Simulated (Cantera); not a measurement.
Input: 1 mol Fe(CO)5, 0.14 mol N2, held at 38.0 mbar.

Cantera equilibrium calculation (NASA polynomials, part measured and part estimated; ideal gas, pure solids and liquids). Candidate condensed phases: C, Fe, Fe(CO)5, FeO, Fe2O3, Fe3O4; 27 gas species. Condensed phases not in the tables: cementite and carbon dissolved in iron. Rates play no part.

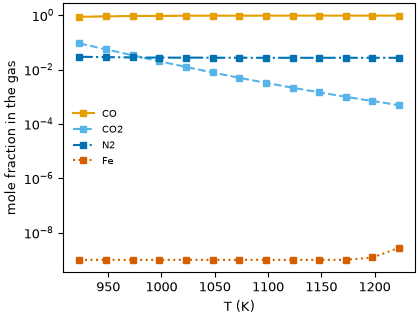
Equilibrium gas composition (values under 1e-9 drawn at 1e-9)

From 923 K to 1173 K the condensed part is C(graphite) + Fe(α). From 1198 K to 1223 K the condensed part is C(graphite) + Fe(γ).
